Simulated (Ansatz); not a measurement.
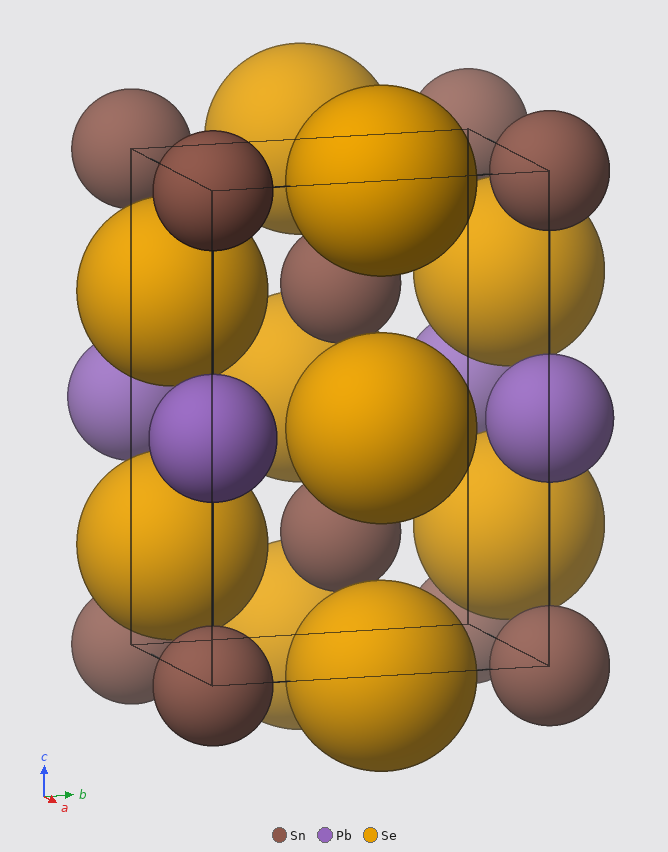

Space-filling drawing of the structure, looking slightly off an axis. The frame is the conventional unit cell; atoms at its boundary are shown with their periodic copies.

Sn$_{3}$PbSe$_{4}$, space group Pmmm (No. 47), a = 4.313 Å, b = 6.102 Å, c = 8.630 Å, α = 90.00°, β = 90.00°, γ = 90.00°. The initial geometry was a structure type filled with these elements by a generator (whether the compound takes this form wasn't checked). Earlier steps of the study, as a rule a relaxation of our own, may have changed the cell and positions, so they can lie some per cent off the listed ones. It was the input of a calculation with Ansatz.

This one geometry was computed with Ansatz (DFT, plane waves, PAW) at three levels of theory: PBE with spin-orbit coupling, r2SCAN and PBE.

How does the band gap change with the level of theory?

r2SCAN: a metal; PBE: a metal; PBE with spin-orbit coupling: a gap of 0.07 eV, direct.

Collect the results in a table.

| level | cutoff (eV) | k-mesh of the run's cell | gap (eV) | pressure (GPa) |
| --- | --- | --- | --- | --- |
| PBE with spin-orbit coupling | 420 | 8×6×4 | 0.07 | -0.1 |
| r2SCAN | 500 | 8×6×4 | metal | -1.0 |
| PBE | 420 | 8×6×4 | metal | 0.0 |

Gaps are taken on the k-mesh or band path of each run.
